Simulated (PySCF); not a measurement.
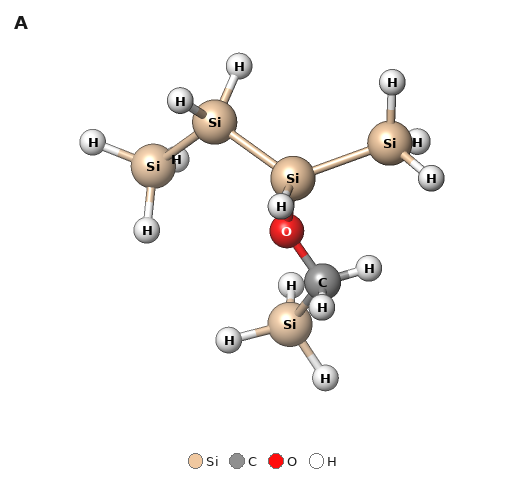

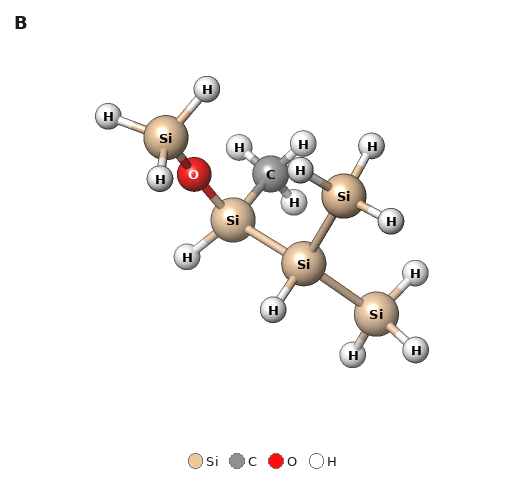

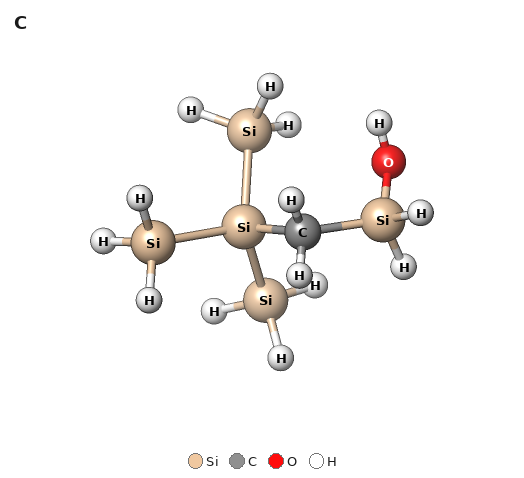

3 stationary structures of one formula. Geometries: GFN2-xTB. Electronic energies: PBE0/pcSseg-1 (PySCF 2.14.0), without zero-point energy. No frequency run is at hand to confirm each as a minimum. Each is one conformer, not always the lowest.

Question: Which structure is the most stable?

Answer: B is lowest; C lies 20.3 kcal/mol above it, A lies 51.8 kcal/mol above it. A is `[SiH3]CO[Si@@H]([SiH3])[SiH2][SiH3]`, B is `C[Si@H](O[SiH3])[SiH]([SiH3])[SiH3]`, C is `O[SiH2]C[Si]([SiH3])([SiH3])[SiH3]`.

The geometry is semi-empirical. Around Si such bond lengths and angles can be off by a tenth of an ångström or more and by several degrees, and values that hang on the shape move with them.
